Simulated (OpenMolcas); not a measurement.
# A ladder of methods for CH5BN2 (SMILES B1NCN1)

CH5BN2 has 9 atoms, charge 0, and is taken as a singlet. As SMILES, `B1NCN1`. The shape is that of a PBE0-D4/def2-TZVP optimisation.

```xyz
9

B    -0.5381    0.9038   -0.4242
N     0.7639    0.3501   -0.6309
C     0.4301   -0.7024    0.3220
N    -0.8915   -0.1162    0.5135
H    -1.1096    1.8519   -0.8646
H     1.6865    0.7220   -0.7615
H     0.4200   -1.7071   -0.1171
H     1.0469   -0.7041    1.2286
H    -1.7198   -0.6444    0.7170
```

Each level gives the energy change with the C3–H7 bond stretched from 1.097 to 1.974 Å (eV). The values are calculated.

| level | kind | program | value (eV) | CPU time (all runs) |
| --- | --- | --- | --- | --- |
| SVWN5/def2-SVPD (restricted) | LDA | OpenMolcas | 2.88 | 2.4 min |
| BLYP/def2-SVPD (restricted) | GGA | OpenMolcas | 2.75 | 3.5 min |
| revPBE/def2-SVPD (restricted) | GGA | OpenMolcas | 2.81 | 3.4 min |
| M06-L/def2-SVPD (restricted) | meta-GGA | OpenMolcas | 3.09 | 4.8 min |
| r2SCAN/def2-SVPD (restricted) | meta-GGA | OpenMolcas | 3.02 | 4.8 min |
| B3LYP/def2-SVPD (restricted) | global hybrid | OpenMolcas | 3.05 | 3.2 min |
| PBE0/def2-SVPD (restricted) | global hybrid | OpenMolcas | 3.18 | 3.2 min |
| B2PLYP/def2-SVPD (restricted) | double hybrid | OpenMolcas | 3.15 | 2.8 min |

The first shape isn't each level's own minimum. The values span 2.75 to 3.18 eV. Times are those of the runs behind each value, whatever else they computed, on shared processors of several kinds: orders of magnitude only.

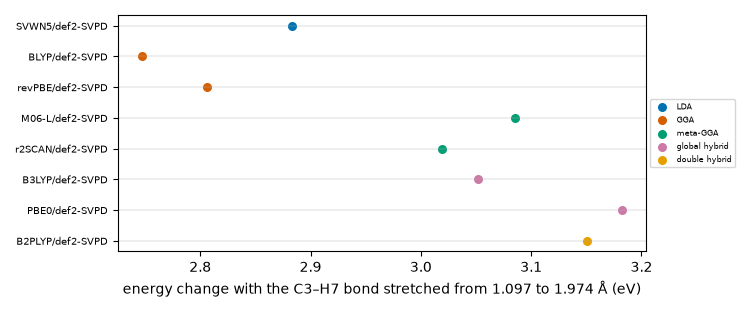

The values of the table, level by level.
